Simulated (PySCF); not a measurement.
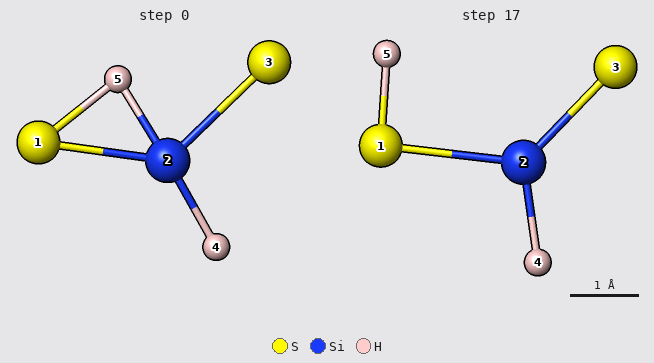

The structure of SiH₂S₂ before (left) and after (right) a relaxation, at one scale.

The picture is a ball-and-stick view, seen face on.

It is one of the separated reactants of a reaction.

Method: RKS PBE-D4/def2-SVP, density fitting (PySCF). 

Question: Describe what moved and what it gained.

Answer: H5 moves most after the best rigid fit: 0.95 Å. Largest moves by element: H 0.95 Å, Si 0.43 Å, S 0.30 Å. Some distances before and after: Si2–H5 1.420 → 2.588 Å, S1–Si2 1.938 → 2.130 Å, S1–H5 1.529 → 1.366 Å, Si2–S3 2.096 → 1.965 Å. Bonds break, among them: Si2–H5 (1.42 → 2.59 Å). Bond angles that change, for instance: Si2–S1–H5 46.5° → 92.9°, S3–Si2–H4 104.9° → 128.0°, S1–Si2–H4 127.4° → 104.7°. Over 17 geometry steps the energy falls by 221.3 kJ/mol.
